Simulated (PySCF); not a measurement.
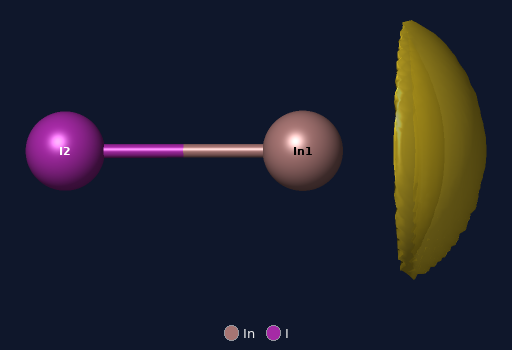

Figure 1: InI. Isosurface of the electron localisation function at 0.85 (yellow), seen from one side. Core shells and regions of very low density are left out.

Core potentials replace the inner electrons of In and I.

All numbers below come from PySCF, PBE0/def2-SVP, non-relativistic Hamiltonian with scalar-relativistic core potentials where named, at a bond length of 2.795 Å.

```xyz
2

In    0.0000    0.0000   -1.4669
I     0.0000    0.0000    1.3281
```

> Where are the electrons localised?

The surface consists of one lobe on In, pointing away from the bonds (lone pairs). Along the contacts the grid gives the following. In–I (2.79 Å): the ELF peaks at about 0.70 in the valence shell of I, 1.2 Å from its nucleus, and drops to about 0.15 between the two atoms.
